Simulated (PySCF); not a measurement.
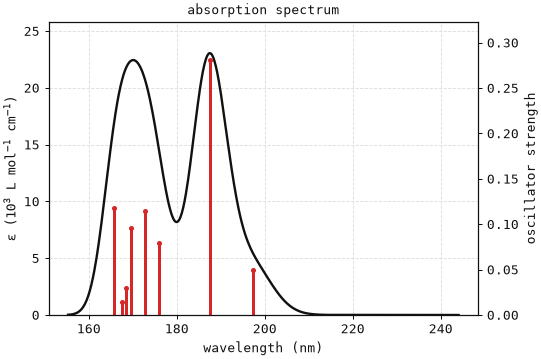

Vertical TDDFT excitations, CAM-B3LYP/def2-SVPD with PySCF, at a GFN2-xTB geometry (no frequency check), gas phase. Only the first 8 singlet excitations are included; each is broadened by a Gaussian of 1/e half-width 0.20 eV. Sticks give oscillator strengths (right axis).

> Which molecule gives this spectrum?
A. C₂H₁₄Si₄, SMILES CC[SiH2][SiH2][SiH2][SiH3]
B. C₄H₇BF₂O, SMILES C=C(OCC)B(F)F
C. Ge₂Si₂H₈O, SMILES [SiH3][Ge@H]1[SiH2][O][GeH2]1, singlet

Option A. Its lowest singlet lies at 6.28 eV (f = 0.049) and the brightest of those computed is S2 at 6.61 eV (187 nm), f = 0.281, mainly HOMO → LUMO+1 (68 %).

Caveats: the tight-binding geometry is rougher than a DFT one and adds to the error; one conformer of a flexible molecule; core orbitals are frozen in the response.
